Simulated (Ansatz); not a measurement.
# Be13O13 zinc blende bond sphere (Be₁₃O₁₃): single points with varied inputs

How do the results and run time of Be13O13 zinc blende bond sphere (Be₁₃O₁₃) respond when the settings are drawn wide?

Method: the settings change from run to run; program: Ansatz 0.2.0, Gaussian basis.

**1. The geometry**

The structure was relaxed beforehand with PBE-D4/def2-SVP.

26 atoms, charge 0, spin multiplicity 1.

Atoms are counted from 1 here; the program's logs count them from 0.

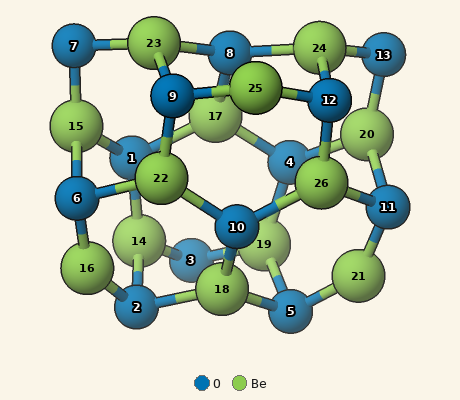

The geometry (oxygen blue, beryllium green); atoms are numbered from 1 in the order of the file.

Coordinates:

```xyz
26
Be13O13
O    -1.3743   -1.3713   -0.5971
O    -1.4230    0.5399   -2.4601
O    -3.3561    0.5113   -0.5026
O    -1.3691    0.6010    1.3748
O    -1.4180    2.4637   -0.5366
O     0.5335   -1.4193   -2.4635
O     0.5056   -3.3561   -0.5097
O     0.6011   -1.3726    1.3713
O     2.4605   -1.4206   -0.5435
O     0.8929    0.8935   -0.8960
O     0.5437    2.4623    1.4174
O     2.4657    0.5373    1.4140
O     0.5157    0.5090    3.3546
Be   -2.3781   -0.3064   -1.2466
Be   -0.3121   -2.3755   -1.2504
Be   -0.4922   -0.4863   -2.8975
Be   -0.8463   -0.8464    0.8487
Be   -0.5973    1.4027   -1.4014
Be   -2.3740    1.2529    0.3125
Be   -0.3026    1.2517    2.3760
Be   -0.4833    2.8988    0.4870
Be    1.3992   -0.5967   -1.4046
Be    1.2498   -2.3766    0.3061
Be    1.2552   -0.3089    2.3733
Be    2.8991   -0.4886    0.4811
Be    1.4044    1.4011    0.5927
```

**2. B3LYP/6-31++G****

Set apart from the defaults: density fitting with def2-universal-jkfit, a grid of angular degree 47, a point charge of 0.50 e beside it, D3(BJ) with three-body dispersion.

Input file in.yaml:

```yaml
crystal:
  periodic: [false, false, false]
  atoms:
    - {symbol: O, position_ang: [-1.374302, -1.371305, -0.597105]}
    - {symbol: O, position_ang: [-1.423036, 0.539854, -2.460100]}
    - {symbol: O, position_ang: [-3.356090, 0.511312, -0.502599]}
    - {symbol: O, position_ang: [-1.369119, 0.600958, 1.374795]}
    - {symbol: O, position_ang: [-1.417986, 2.463712, -0.536593]}
    - {symbol: O, position_ang: [0.533522, -1.419285, -2.463487]}
    - {symbol: O, position_ang: [0.505572, -3.356077, -0.509722]}
    - {symbol: O, position_ang: [0.601061, -1.372637, 1.371325]}
    - {symbol: O, position_ang: [2.460519, -1.420572, -0.543509]}
    - {symbol: O, position_ang: [0.892940, 0.893470, -0.895969]}
    - {symbol: O, position_ang: [0.543699, 2.462350, 1.417422]}
    - {symbol: O, position_ang: [2.465658, 0.537300, 1.414001]}
    - {symbol: O, position_ang: [0.515730, 0.509030, 3.354649]}
    - {symbol: Be, position_ang: [-2.378095, -0.306449, -1.246647]}
    - {symbol: Be, position_ang: [-0.312096, -2.375463, -1.250425]}
    - {symbol: Be, position_ang: [-0.492152, -0.486309, -2.897458]}
    - {symbol: Be, position_ang: [-0.846301, -0.846352, 0.848718]}
    - {symbol: Be, position_ang: [-0.597301, 1.402702, -1.401412]}
    - {symbol: Be, position_ang: [-2.373997, 1.252929, 0.312452]}
    - {symbol: Be, position_ang: [-0.302582, 1.251674, 2.376038]}
    - {symbol: Be, position_ang: [-0.483276, 2.898820, 0.487046]}
    - {symbol: Be, position_ang: [1.399156, -0.596682, -1.404643]}
    - {symbol: Be, position_ang: [1.249777, -2.376552, 0.306066]}
    - {symbol: Be, position_ang: [1.255210, -0.308892, 2.373324]}
    - {symbol: Be, position_ang: [2.899109, -0.488621, 0.481096]}
    - {symbol: Be, position_ang: [1.404393, 1.401095, 0.592748]}
basis:
  gaussian: {orbitals: "6-31++G**", fitting: {mean_field: def2-universal-jkfit}, final_grid: {core_spheres: 20, valence_spheres: 16, degree: 47}, point_charges: [{charge: 0.50, position_ang: [6.248, -0.059, 0.434]}]}
hamiltonian: {xc: {name: B3LYP}, dispersion: d3bjatm}
scf: {omitted_lower_state_checks: [starts]}
output: {forces: true}
```

Started as:

```bash
ansatz run in.yaml --threads 2 --pin off --events-out ev --progress --plain --max-ram 20480MiB --backend cuda --devices 0, --max-vram 18GiB
```

Standard output, cut to the lines that bear on the results:

```text
Functional definition: B3LYP
  name "B3LYP"
  cite "Stephens, Devlin, Chabalowski & Frisch, J. Phys. Chem. 98, 11623 (1994) doi:10.1021/j100096a001"
  cite "Becke, Phys. Rev. A 38, 3098 (1988) doi:10.1103/PhysRevA.38.3098"
  cite "Lee, Yang & Parr, Phys. Rev. B 37, 785 (1988) doi:10.1103/PhysRevB.37.785"
  cite "Vosko, Wilk & Nusair, Can. J. Phys. 58, 1200 (1980) doi:10.1139/p80-159"
[...]
1664 factors; integrals over basis functions are off by at most 2.1e-1 eV
[...]
mean field -31879.70489587 eV, -1171.5575460832 hartree, gradient 4.3e-5 eV, S^2 0.000000; 0 other end points of the search recorded, 0 dependent functions left out
[...]
reference -31879.70544028 eV, -1171.5575660897 hartree; 78, 78 occupied and 416, 416 virtual orbitals, 1664 factors
Total energy: -31882.82543016 eV, -1171.6722236032 hartree
Atom 0 at    -1.374302    -1.371305    -0.597105 Å, force     0.135597    -0.020755     0.117101 eV/Å
Atom 1 at    -1.423036     0.539854    -2.460100 Å, force     0.596493    -0.275271     0.348650 eV/Å
Atom 2 at    -3.356090     0.511312    -0.502599 Å, force     0.939398    -0.054121     0.057002 eV/Å
Atom 3 at    -1.369119     0.600958     1.374795 Å, force     0.141733    -0.108564     0.030608 eV/Å
Atom 4 at    -1.417986     2.463712    -0.536593 Å, force     0.599426    -0.343555     0.281352 eV/Å
Atom 5 at     0.533522    -1.419285    -2.463487 Å, force    -0.105042     0.513441     0.419344 eV/Å
[...]
Atom 10 at     0.543699     2.462350     1.417422 Å, force    -0.092031    -0.418516    -0.505789 eV/Å
Atom 11 at     2.465658     0.537300     1.414001 Å, force     0.214551    -0.334073    -0.539745 eV/Å
Atom 12 at     0.515730     0.509030     3.354649 Å, force     0.138399    -0.102601    -0.924814 eV/Å
Atom 13 at    -2.378095    -0.306449    -1.246647 Å, force     0.066103     0.290961     0.415096 eV/Å
Atom 14 at    -0.312096    -2.375463    -1.250425 Å, force     0.143105     0.180909     0.390570 eV/Å
Atom 15 at    -0.492152    -0.486309    -2.897458 Å, force    -0.066557     0.076197     0.286579 eV/Å
Atom 16 at    -0.846301    -0.846352     0.848718 Å, force     0.027496     0.234980    -0.245163 eV/Å
Atom 17 at    -0.597301     1.402702    -1.401412 Å, force    -0.276915    -0.113169     0.106028 eV/Å
Atom 18 at    -2.373997     1.252929     0.312452 Å, force     0.059175    -0.418921    -0.295751 eV/Å
Atom 19 at    -0.302582     1.251674     2.376038 Å, force     0.128526    -0.395003    -0.188921 eV/Å
Atom 20 at    -0.483276     2.898820     0.487046 Å, force    -0.077628    -0.289731    -0.086329 eV/Å
Atom 21 at     1.399156    -0.596682    -1.404643 Å, force    -0.450952    -0.036319    -0.019013 eV/Å
Atom 22 at     1.249777    -2.376552     0.306066 Å, force    -0.679679     0.000583    -0.195451 eV/Å
Atom 23 at     1.255210    -0.308892     2.373324 Å, force    -0.707126     0.169482    -0.002448 eV/Å
Atom 24 at     2.899109    -0.488621     0.481096 Å, force    -1.089565    -0.034669    -0.058177 eV/Å
Atom 25 at     1.404393     1.401095     0.592748 Å, force    -0.481731     0.017728     0.007852 eV/Å
Dipole moment:     0.655932     0.995131    -1.014367 e Å
Checks for a lower state left out: starts
```

Wall time 9 s (1 × H100 (card shared with other runs) with 2 threads of AMD EPYC 7R13, shared host); peak host memory 1.2 GiB.

Largest force 1.092 eV/Å, dipole 7.52 D.

**3. B97M-V/def2-SVP**

Set apart from the defaults: charge -1, multiplicity 2, atoms shaken by 0.15 Å, high accuracy.

Input file in.yaml:

```yaml
crystal:
  periodic: [false, false, false]
  atoms:
    - {symbol: O, position_ang: [-1.112212, -1.423412, -0.629135]}
    - {symbol: O, position_ang: [-1.412657, 0.494295, -2.571563]}
    - {symbol: O, position_ang: [-3.457285, 0.489110, -0.294785]}
    - {symbol: O, position_ang: [-1.437056, 0.656065, 1.314185]}
    - {symbol: O, position_ang: [-1.351771, 2.426174, -0.292356]}
    - {symbol: O, position_ang: [0.681895, -1.320339, -2.482078]}
    - {symbol: O, position_ang: [0.470092, -3.317381, -0.489844]}
    - {symbol: O, position_ang: [0.602217, -1.388046, 1.491797]}
    - {symbol: O, position_ang: [2.306882, -1.352574, -0.460826]}
    - {symbol: O, position_ang: [0.624095, 0.909318, -0.969190]}
    - {symbol: O, position_ang: [0.647345, 2.580336, 1.389414]}
    - {symbol: O, position_ang: [2.386919, 0.352536, 1.416949]}
    - {symbol: O, position_ang: [0.659053, 0.430503, 3.236125]}
    - {symbol: Be, position_ang: [-2.341325, -0.121594, -1.409943]}
    - {symbol: Be, position_ang: [-0.234456, -2.631867, -1.205803]}
    - {symbol: Be, position_ang: [-0.513704, -0.396260, -2.796225]}
    - {symbol: Be, position_ang: [-0.806314, -0.798359, 1.289292]}
    - {symbol: Be, position_ang: [-0.745713, 1.318383, -1.649222]}
    - {symbol: Be, position_ang: [-2.334258, 1.211204, 0.490074]}
    - {symbol: Be, position_ang: [-0.243376, 1.333668, 2.671775]}
    - {symbol: Be, position_ang: [-0.564882, 2.876504, 0.374206]}
    - {symbol: Be, position_ang: [1.402843, -0.415682, -1.456483]}
    - {symbol: Be, position_ang: [1.434171, -2.381679, 0.492646]}
    - {symbol: Be, position_ang: [1.430375, -0.195133, 2.211521]}
    - {symbol: Be, position_ang: [2.894395, -0.574913, 0.753006]}
    - {symbol: Be, position_ang: [1.463348, 1.465128, 0.375656]}
basis:
  gaussian: {orbitals: def2-SVP}
total_charge: -1
magnetization: {spin_polarized: true, initial_magnetization: 1}
hamiltonian: {xc: {name: B97M-V}}
accuracy: high
scf: {omitted_lower_state_checks: [starts]}
output: {forces: true}
```

The command is unchanged.

Standard output, cut to the lines that bear on the results:

```text
Functional definition: B97M-V
  name "B97M-V"
  cite "Mardirossian & Head-Gordon, J. Chem. Phys. 142, 074111 (2015) doi:10.1063/1.4907719"
  cite "Becke, J. Chem. Phys. 107, 8554 (1997) doi:10.1063/1.475007"
  cite "Vydrov & Van Voorhis, J. Chem. Phys. 133, 244103 (2010) doi:10.1063/1.3521275"
  # Of w^i u^j: cxij and so on, Table III.
[...]
  gx(w, u) = cx00 + cx01*u + cx02*u^2 + (cx10 + cx11*u)*w
  gss(w, u) = css00 + css02*u^2 + css10*w + (css32*w^3 + css42*w^4)*u^2
  gos(w, u) = cos00 + cos01*u + cos03*u^3 + cos10*w + cos32*w^3*u^2
[...]
      + integral(e_c_pw_mod_opposite_spin*gos(b97_w_opposite, b97_u_opposite)) + vv10(b, c)
[...]
7399 factors; integrals over basis functions are off by at most 2.0e-8 eV
[...]
mean field -31834.57920747 eV, -1169.8992076216 hartree, gradient 5.3e-8 eV, S^2 0.752312; 0 other end points of the search recorded, 0 dependent functions left out
[...]
Atom 17 at    -0.745713     1.318383    -1.649222 Å, force     2.652995     4.426510     5.399558 eV/Å
Atom 18 at    -2.334258     1.211204     0.490074 Å, force    -4.807159     1.340920    -4.499660 eV/Å
Atom 19 at    -0.243376     1.333668     2.671775 Å, force    -0.568468     1.271003    -3.477270 eV/Å
Atom 20 at    -0.564882     2.876504     0.374206 Å, force    19.013452     8.612183    16.215488 eV/Å
Atom 21 at     1.402843    -0.415682    -1.456483 Å, force    -0.255517    -2.211583     1.046487 eV/Å
Atom 22 at     1.434171    -2.381679     0.492646 Å, force    -3.059473    -0.038714    -2.509253 eV/Å
Atom 23 at     1.430375    -0.195133     2.211521 Å, force    -4.338988    -3.329707     3.223866 eV/Å
Atom 24 at     2.894395    -0.574913     0.753006 Å, force     4.824669    -9.057824    -7.730038 eV/Å
Atom 25 at     1.463348     1.465128     0.375656 Å, force    -1.716288     0.459799     1.466607 eV/Å
Dipole moment:    -0.011780     1.231928    -0.706937 e Å
Checks for a lower state left out: starts
```

It took 36 s on 1 × H100 (card shared with other runs) with 2 threads of AMD EPYC 7R13, shared host; peak host memory 3.9 GiB.

Largest force 26.431 eV/Å, ⟨S²⟩ 0.752.

**4. PBEsol/STO-3G**

Set apart from the defaults: the search for lower states set to off.

Input file in.yaml:

```yaml
crystal:
  periodic: [false, false, false]
  atoms:
    - {symbol: O, position_ang: [-1.374302, -1.371305, -0.597105]}
    - {symbol: O, position_ang: [-1.423036, 0.539854, -2.460100]}
    - {symbol: O, position_ang: [-3.356090, 0.511312, -0.502599]}
    - {symbol: O, position_ang: [-1.369119, 0.600958, 1.374795]}
    - {symbol: O, position_ang: [-1.417986, 2.463712, -0.536593]}
    - {symbol: O, position_ang: [0.533522, -1.419285, -2.463487]}
    - {symbol: O, position_ang: [0.505572, -3.356077, -0.509722]}
    - {symbol: O, position_ang: [0.601061, -1.372637, 1.371325]}
    - {symbol: O, position_ang: [2.460519, -1.420572, -0.543509]}
    - {symbol: O, position_ang: [0.892940, 0.893470, -0.895969]}
    - {symbol: O, position_ang: [0.543699, 2.462350, 1.417422]}
    - {symbol: O, position_ang: [2.465658, 0.537300, 1.414001]}
    - {symbol: O, position_ang: [0.515730, 0.509030, 3.354649]}
    - {symbol: Be, position_ang: [-2.378095, -0.306449, -1.246647]}
    - {symbol: Be, position_ang: [-0.312096, -2.375463, -1.250425]}
    - {symbol: Be, position_ang: [-0.492152, -0.486309, -2.897458]}
    - {symbol: Be, position_ang: [-0.846301, -0.846352, 0.848718]}
    - {symbol: Be, position_ang: [-0.597301, 1.402702, -1.401412]}
    - {symbol: Be, position_ang: [-2.373997, 1.252929, 0.312452]}
    - {symbol: Be, position_ang: [-0.302582, 1.251674, 2.376038]}
    - {symbol: Be, position_ang: [-0.483276, 2.898820, 0.487046]}
    - {symbol: Be, position_ang: [1.399156, -0.596682, -1.404643]}
    - {symbol: Be, position_ang: [1.249777, -2.376552, 0.306066]}
    - {symbol: Be, position_ang: [1.255210, -0.308892, 2.373324]}
    - {symbol: Be, position_ang: [2.899109, -0.488621, 0.481096]}
    - {symbol: Be, position_ang: [1.404393, 1.401095, 0.592748]}
basis:
  gaussian: {orbitals: STO-3G}
hamiltonian: {xc: {name: PBEsol}}
scf: {lower_state_search: off}
output: {forces: true}
```

Same command.

Standard output:

```text
Functional definition: PBEsol
  name "PBEsol"
  cite "Perdew et al., Phys. Rev. Lett. 100, 136406 (2008) doi:10.1103/PhysRevLett.100.136406"
  cite "Perdew, Burke & Ernzerhof, Phys. Rev. Lett. 77, 3865 (1996) doi:10.1103/PhysRevLett.77.3865"
  parent pbesol
  exchange = pbesol_x
  correlation = pbesol_c
these checks for a lower state are left out or cut short: stability, starts, cluster_reference, orbital_swaps, neighbouring_geometries, increment
1786 factors; integrals over basis functions are off by at most 4.4e-4 eV
mean field evaluation 1: about -31296.2141 eV, gradient 3.3e1 eV
mean field evaluation 2: about -31073.3771 eV, gradient 2.4e2 eV
mean field evaluation 4: about -31299.7294 eV, gradient 1.2e1 eV
mean field evaluation 8: about -31299.7142 eV, gradient 1.5e0 eV
mean field evaluation 16: about -31299.7206 eV, gradient 1.4e-3 eV
a density is far from that of the atoms, so the factors are made again for it
2047 factors; integrals over basis functions are off by at most 4.1e-5 eV
mean field -31299.71871886 eV, -1150.2434472068 hartree, gradient 2.6e-6 eV, S^2 0.000000; 0 other end points of the search recorded, 0 dependent functions left out
the calculation of the forces begins
reference -31299.71877665 eV, -1150.2434493306 hartree; 78, 78 occupied and 52, 52 virtual orbitals, 2047 factors
Total energy: -31299.71877665 eV, -1150.2434493306 hartree
Atom 0 at    -1.374302    -1.371305    -0.597105 Å, force     0.061697     0.061825     0.376106 eV/Å
Atom 1 at    -1.423036     0.539854    -2.460100 Å, force     0.200247    -0.208859     0.911871 eV/Å
Atom 2 at    -3.356090     0.511312    -0.502599 Å, force     1.867636     0.001325    -0.006304 eV/Å
Atom 3 at    -1.369119     0.600958     1.374795 Å, force     0.060470    -0.376397    -0.062007 eV/Å
Atom 4 at    -1.417986     2.463712    -0.536593 Å, force     0.198433    -0.912350     0.208495 eV/Å
Atom 5 at     0.533522    -1.419285    -2.463487 Å, force    -0.207038     0.198672     0.912494 eV/Å
Atom 6 at     0.505572    -3.356077    -0.509722 Å, force     0.003729     1.867898    -0.002101 eV/Å
Atom 7 at     0.601061    -1.372637     1.371325 Å, force    -0.376348     0.062169    -0.061266 eV/Å
Atom 8 at     2.460519    -1.420572    -0.543509 Å, force    -0.911323     0.198909     0.210788 eV/Å
Atom 9 at     0.892940     0.893470    -0.895969 Å, force    -0.286080    -0.287456     0.288126 eV/Å
Atom 10 at     0.543699     2.462350     1.417422 Å, force    -0.209912    -0.912000    -0.198005 eV/Å
Atom 11 at     2.465658     0.537300     1.414001 Å, force    -0.912482    -0.208222    -0.196489 eV/Å
Atom 12 at     0.515730     0.509030     3.354649 Å, force    -0.001233     0.001694    -1.867989 eV/Å
Atom 13 at    -2.378095    -0.306449    -1.246647 Å, force     0.149486     0.489283     0.590765 eV/Å
Atom 14 at    -0.312096    -2.375463    -1.250425 Å, force     0.490721     0.147824     0.590331 eV/Å
Atom 15 at    -0.492152    -0.486309    -2.897458 Å, force     0.069587     0.069728     0.059018 eV/Å
Atom 16 at    -0.846301    -0.846352     0.848718 Å, force     0.444756     0.443176    -0.444170 eV/Å
Atom 17 at    -0.597301     1.402702    -1.401412 Å, force     0.359978    -0.232230     0.231556 eV/Å
Atom 18 at    -2.373997     1.252929     0.312452 Å, force     0.146663    -0.591171    -0.489553 eV/Å
Atom 19 at    -0.302582     1.251674     2.376038 Å, force     0.488867    -0.591616    -0.148904 eV/Å
Atom 20 at    -0.483276     2.898820     0.487046 Å, force     0.069203    -0.059198    -0.069951 eV/Å
Atom 21 at     1.399156    -0.596682    -1.404643 Å, force    -0.231975     0.359677     0.231134 eV/Å
Atom 22 at     1.249777    -2.376552     0.306066 Å, force    -0.591717     0.148232    -0.488704 eV/Å
Atom 23 at     1.255210    -0.308892     2.373324 Å, force    -0.590834     0.490182    -0.146751 eV/Å
Atom 24 at     2.899109    -0.488621     0.481096 Å, force    -0.059146     0.069694    -0.069527 eV/Å
Atom 25 at     1.404393     1.401095     0.592748 Å, force    -0.233386    -0.230791    -0.358962 eV/Å
Dipole moment:     0.662297     0.662398    -0.664292 e Å
Checks for a lower state left out: stability, starts, cluster_reference, orbital_swaps, neighbouring_geometries, increment
```

Run time: 3.3 s. Hardware: 1 × H100 (card shared with other runs) with 2 threads of AMD EPYC 7R13, shared host.

Largest force 1.868 eV/Å, dipole 5.52 D.

**5. B97M-V/6-31++G****

Set apart from the defaults: charge +1, multiplicity 2, density fitting with def2-universal-jkfit, a grid of angular degree 47, a point charge of 1.00 e beside it, the search for lower states set to off.

Changes to in.yaml since step 4:

```diff
@@ -30,4 +30,6 @@
 basis:
-  gaussian: {orbitals: STO-3G}
-hamiltonian: {xc: {name: PBEsol}}
+  gaussian: {orbitals: "6-31++G**", fitting: {mean_field: def2-universal-jkfit}, final_grid: {core_spheres: 20, valence_spheres: 16, degree: 47}, point_charges: [{charge: 1.00, position_ang: [6.638, -0.872, 0.637]}]}
+total_charge: 1
+magnetization: {spin_polarized: true, initial_magnetization: 1}
+hamiltonian: {xc: {name: B97M-V}}
 scf: {lower_state_search: off}
```

The command is unchanged.

Standard output, cut to the lines that bear on the results:

```text
Functional definition: B97M-V
  name "B97M-V"
  cite "Mardirossian & Head-Gordon, J. Chem. Phys. 142, 074111 (2015) doi:10.1063/1.4907719"
  cite "Becke, J. Chem. Phys. 107, 8554 (1997) doi:10.1063/1.475007"
  cite "Vydrov & Van Voorhis, J. Chem. Phys. 133, 244103 (2010) doi:10.1063/1.3521275"
  # Of w^i u^j: cxij and so on, Table III.
[...]
  gx(w, u) = cx00 + cx01*u + cx02*u^2 + (cx10 + cx11*u)*w
  gss(w, u) = css00 + css02*u^2 + css10*w + (css32*w^3 + css42*w^4)*u^2
  gos(w, u) = cos00 + cos01*u + cos03*u^3 + cos10*w + cos32*w^3*u^2
[...]
      + integral(e_c_pw_mod_opposite_spin*gos(b97_w_opposite, b97_u_opposite)) + vv10(b, c)
[...]
1664 factors; integrals over basis functions are off by at most 2.1e-1 eV
[...]
mean field -31867.25802658 eV, -1171.1001320737 hartree, gradient 5.2e-6 eV, S^2 0.755774; 0 other end points of the search recorded, 0 dependent functions left out
[...]
Atom 18 at    -2.373997     1.252929     0.312452 Å, force     1.041481     0.849339     0.376972 eV/Å
Atom 19 at    -0.302582     1.251674     2.376038 Å, force    -0.159012     0.486003    -0.552012 eV/Å
Atom 20 at    -0.483276     2.898820     0.487046 Å, force    -0.039662     0.244129    -0.029968 eV/Å
Atom 21 at     1.399156    -0.596682    -1.404643 Å, force    -0.393185     0.151886    -0.334518 eV/Å
Atom 22 at     1.249777    -2.376552     0.306066 Å, force    -0.103459     0.460149     0.224850 eV/Å
Atom 23 at     1.255210    -0.308892     2.373324 Å, force    -0.061547    -0.226054    -0.483503 eV/Å
Atom 24 at     2.899109    -0.488621     0.481096 Å, force    -1.139165     0.195827    -0.125652 eV/Å
Atom 25 at     1.404393     1.401095     0.592748 Å, force    -0.366700     0.333718    -0.135930 eV/Å
Dipole moment:    -0.234411     0.825341    -0.790772 e Å
Checks for a lower state left out: stability, starts, cluster_reference, orbital_swaps, neighbouring_geometries, increment
```

Wall time 8.6 s (1 × H100 (card shared with other runs) with 2 threads of AMD EPYC 7R13, shared host); peak host memory 1.2 GiB.

Largest force 1.396 eV/Å, ⟨S²⟩ 0.756.

**6. All runs side by side**

```
           level  charge  multiplicity               geometry  functions  energy (eV)   time
 B3LYP/6-31++G**       0             1  relaxed, point charge        494   -31882.825    9 s
 B97M-V/def2-SVP      -1             2                 shaken        299   -31834.579   36 s
   PBEsol/STO-3G       0             1                relaxed        130   -31299.719  3.3 s
B97M-V/6-31++G**       1             2  relaxed, point charge        494   -31867.258  8.6 s
```

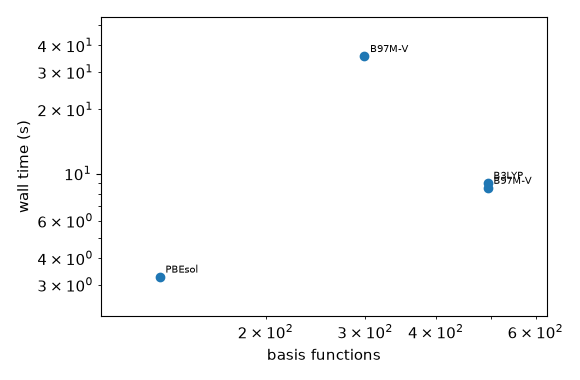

Wall time against the number of basis functions (shared host).

**7. What came out**

```
quantity                  value
    runs                      4
quickest   PBEsol/STO-3G, 3.3 s
 slowest  B97M-V/def2-SVP, 36 s
```

The runs differ in state or geometry as well as level, so their energies can't be set against each other. Run time spans a factor of 11, from PBEsol/STO-3G to B97M-V/def2-SVP. The jobs differ in tasks and options as well as level. At the PBE-D4/def2-SVP geometry and in the same state, runs without warnings or point charges leave forces up to 1.87 eV/Å (PBEsol/STO-3G).
